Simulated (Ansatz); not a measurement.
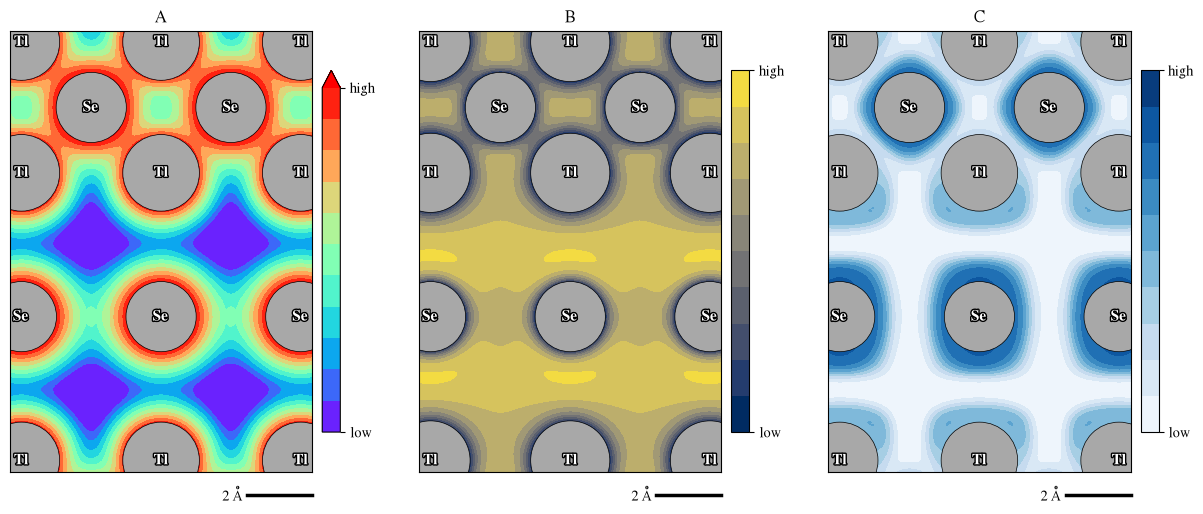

Tl₂Se: 3 fields on the (110) plane of the conventional cell, with unlabelled colour scales. Grey discs cover the atomic cores.

Space group P4₂/mnm; started from the rutile_136 prototype, which need not be the ambient phase.

Level of theory: DFT PBE, scalar-relativistic, plane waves, PAW (Ansatz).

```cif
data_structure
_symmetry_space_group_name_H-M 'P 1'
_symmetry_Int_Tables_number 1
_cell_length_a 9.1046
_cell_length_b 9.1046
_cell_length_c 4.2996
_cell_angle_alpha 90.000
_cell_angle_beta 90.000
_cell_angle_gamma 90.000
_cell_volume 356.41
loop_
_atom_site_label
_atom_site_type_symbol
_atom_site_fract_x
_atom_site_fract_y
_atom_site_fract_z
_atom_site_occupancy
Tl1 Tl 0.34365 0.34365 0.00000 1
Tl2 Tl 0.15635 0.84365 0.50000 1
Tl3 Tl 0.65635 0.65635 0.00000 1
Tl4 Tl 0.84365 0.15635 0.50000 1
Se1 Se 0.00000 0.00000 0.00000 1
Se2 Se 0.50000 0.50000 0.50000 1
```

Q: Which field does each panel show? The fields are: electron localisation function, electrostatic potential energy of an electron and valence pseudo-density.

A: Panel A: valence pseudo-density. Panel B: electrostatic potential energy of an electron (low next to the atoms, rising into the space between them). Panel C: electron localisation function. From the grid: Tl–Se (2.95 Å): ρ at the midpoint is about 0.25 e/Å³; the ELF is about 0.30 at the midpoint.
